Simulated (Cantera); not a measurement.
A closed system holds: 1 mol C2H5OH, 0.71 mol NH3, 0.41 mol H2, 1.6 mol O2, equilibrated at 2900 Pa.

These are equilibrium values from Cantera (NASA tables, ideal gas, pure condensed phases), not measurements of a reactor. Candidate condensed phases: C, C6H6, C7H8, C8H18, H2O; 136 gas species. Kinetics and transport are ignored.

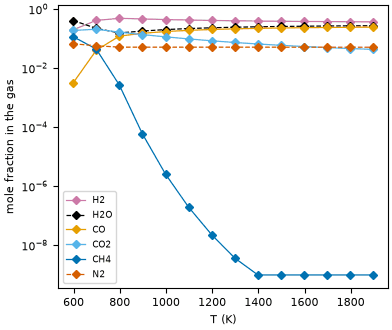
Figure: Equilibrium gas composition (values under 1e-9 drawn at 1e-9)

From 598 K to 698 K the condensed part is C(graphite). From 798 K to 1898 K nothing is condensed. The main C-bearing gas is CO2 at 598 K and CO at 1898 K.
